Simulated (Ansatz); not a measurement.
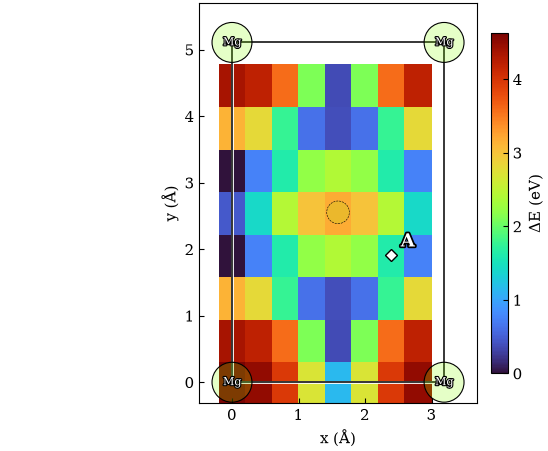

O on a Mg(100) slab cut from the P6_3/mmc phase, its upper half relaxed before the scan (4 atoms of substrate and one adsorbate in a 1 × 1 cell). O is moved over the surface cell; relaxed at each place: the height of the adsorbate's atoms; substrate rigid; the origin of the map has the adsorbate above Mg4. Places are given modulo a cell vector. The map is drawn in real space over the plane of the surface. The scan uses an 8 × 8 grid; 25 points were computed and 39 follow by symmetry. Energies are in eV, from the lowest grid point. At some places the adsorbate sinks to or below the level of the top layer. With one adsorbate in each 1 × 1 cell, its nearest image is 3.2 Å away, so neighbouring adsorbates interact. The runs have no spin polarisation; a magnetic state may lie lower. Level of theory: DFT PBEsol, scalar-relativistic, plane waves, PAW in Ansatz 0.2.0. Settings: cutoff 420 eV, k-mesh 8×5×1, gaussian smearing 0.1 eV, no spin polarisation.

In the figure: one coloured cell a grid point, labelled circles for the atoms of the top layer and small ones for the second layer, the outline of one cell of the plane, the point A.

Q: Is A at rest? If not, where is it pushed?

A: A, at (6/8, 3/8) of the cell vectors, is not a stationary point. The computed force is 2.9 eV/Å in the plane, pointing down and right in the picture (components 1.9 and −2.2 eV/Å).
